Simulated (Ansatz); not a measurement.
**Profile along the V–V line in V (bcc, W type)**

V (bcc, W type)

```cif
data_V2
_chemical_formula_sum 'V2'
_space_group_name_H-M_alt 'Im-3m'
_space_group_IT_number 229
_space_group_name_Hall '-I 4 2 3'
_cell_length_a 2.98271
_cell_length_b 2.98271
_cell_length_c 2.98271
_cell_angle_alpha 90.000
_cell_angle_beta 90.000
_cell_angle_gamma 90.000
loop_
_atom_site_label
_atom_site_type_symbol
_atom_site_symmetry_multiplicity
_atom_site_Wyckoff_symbol
_atom_site_fract_x
_atom_site_fract_y
_atom_site_fract_z
_atom_site_occupancy
V1 V 2 a 0.00000 0.00000 0.00000 1
```
(The calculation used a cell of 1 atom; values per cell refer to that cell.)

Fields along a shortest V–V line of a {211} plane (2.58 Å), from V to V, interpolated on the slice's grid (step about 0.2 Å). Method: r2SCAN (plane waves to 500 eV, PAW, scalar-relativistic; Ansatz, a program for electronic structure). k mesh 22×22×22. Near the nuclei the fields are pseudised (PAW); where an atom keeps semicore shells as valence, they peak there. V is run without spin polarisation. V was relaxed with its symmetry unable to fall.

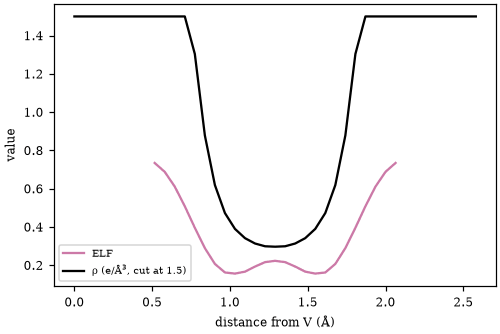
Figure. ELF (away from the nuclei) and valence density from V to V.

Density on the V–V line (2.58 Å) at its midpoint: 0.30 e/Å³. ELF at that point: 0.2.
